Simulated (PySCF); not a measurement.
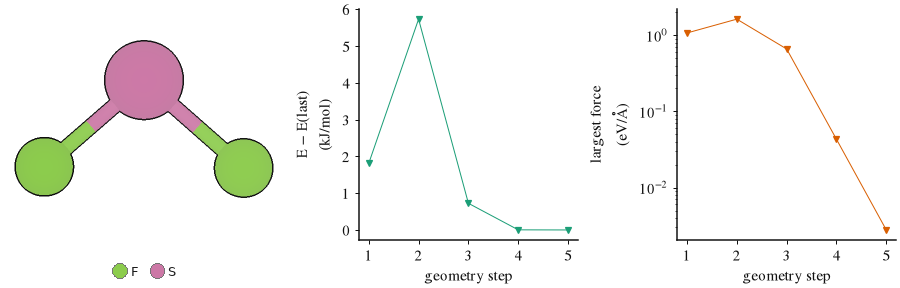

Beside the plot: the molecule at the start.

History of a geometry optimisation.

- system: sulfur difluoride
- method: PBE0-D3(BJ)/def2-SVP, geometry optimisation (PySCF 2.14.0, density fitting)

Q: How did it end, and what did it gain?

A: The optimisation met its thresholds at geometry 5, counting the start as the first. The energy fell by about 1.8 kJ/mol from the first step to the last, with a rise at step 2. The largest force goes from about 1.1 eV/Å at the start to 2.8 × 10⁻³ eV/Å at the end, with a peak of 1.6 eV/Å at step 2.
